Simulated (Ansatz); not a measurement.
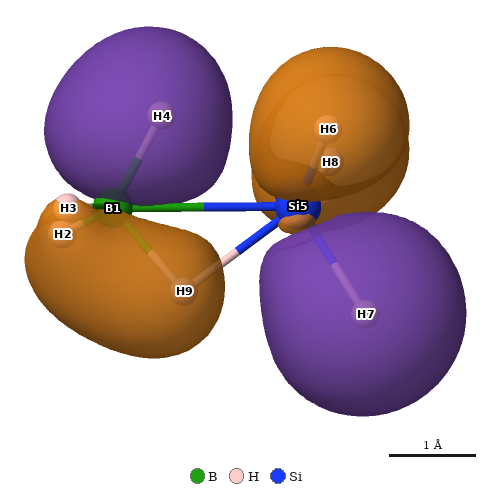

The picture shows: BH7Si. One frontier orbital at ±0.08 Å⁻³ᐟ² (orange and purple are the two phases), seen from one side.

These are results of Ansatz 0.2.0, RKS r2SCAN-D4/def2-SVP, not measurements.

```
atom    x (Å)    y (Å)    z (Å)
   B   0.0947  -0.0463   0.4419
   H  -0.1604   0.6763   1.3758
   H   0.6857   0.3462  -0.5355
   H  -0.9380  -0.6314   0.0980
  Si   0.0085  -2.1977   0.7140
   H  -0.1674  -2.7216  -0.6659
   H   1.1596  -2.9517   1.3136
   H  -1.1586  -2.4235   1.6065
   H   0.9515  -0.8401   0.9814
```

Which orbital is it: HOMO or LUMO?

Answer. The HOMO, at −8.03 eV. It lies mainly on Si5 (about 25 %), H7 (about 25 %), B1 (about 15 %), H4 (about 15 %), H6 (about 10 %) and H8 (about 5 %).
